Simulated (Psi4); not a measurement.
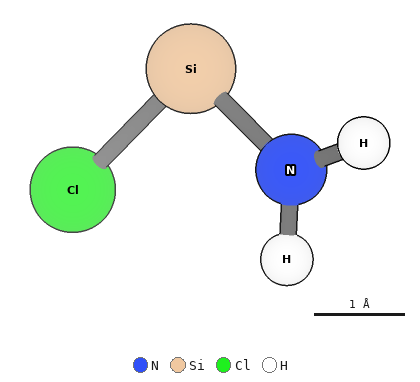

**Figure 1.** The structure as given in the input (ball-and-stick view, seen at a tilt). Bond lengths as drawn: Cl–Si 2.10 Å, H–N 1.01 Å and N–Si 1.70 Å.

# SiNH2Cl: single-point calculation

The run: single-point calculation of SiNH2Cl. Method and program: SVWN-RPA/aug-cc-pVTZ-DK, RKS, sfX2C, ddCOSMO solvent chlorobenzene (Psi4 1.11).

The geometry comes from this level: PBE0-D4/def2-TZVP.

### Input file (input.inp)
```
memory 1600 MB

molecule mol {
  0 1
  N
  Si 1 1.700565
  Cl 2 2.104344 1 98.20658
  H 1 1.009029 2 121.04357 3 179.99707
  H 1 1.009622 4 112.99555 2 179.99345
  symmetry c1
  no_reorient
  no_com
}

set {
  basis         aug-cc-pVTZ-DK
  scf_type      df
  relativistic  x2c
  ddx           true
  ddx_model     cosmo
  ddx_solvent   chlorobenzene
  ddx_radii_set uff
}

energy('pbe1pbe')
```

Run on 1 thread of Intel Xeon (Sapphire Rapids), 16 GiB of memory available, shared host.

Launched with:
```bash
psi4 -n 1 input.inp input.out
```

### The program's output
```
Psi4 1.11 release

psi4.driver.p4util.exceptions.MissingMethodError: Method=pbe1pbe is not available for any derivative level.

Printing out the relevant lines from the Psithon --> Python processed input file:
    core.set_global_option("RELATIVISTIC", "x2c")
    core.set_global_option("DDX", "true")
    core.set_global_option("DDX_MODEL", "cosmo")
    core.set_global_option("DDX_SOLVENT", "chlorobenzene")
    core.set_global_option("DDX_RADII_SET", "uff")
--> energy('pbe1pbe')

!------------------------------------------------------------!
!                                                            !
!  Method=pbe1pbe is not available for any derivative level. !
!                                                            !
!------------------------------------------------------------!

    Psi4 run time: 0:00:00.12
```

### What the run reported

| quantity | value |
| --- | --- |
| outcome | refused by the program |

### Diagnosis

Some settings of this run were drawn to be unusual or wrong (method set to pbe1pbe (from SVWN-RPA)). The program refused the input: “Method=pbe1pbe is not available for any derivative level.”
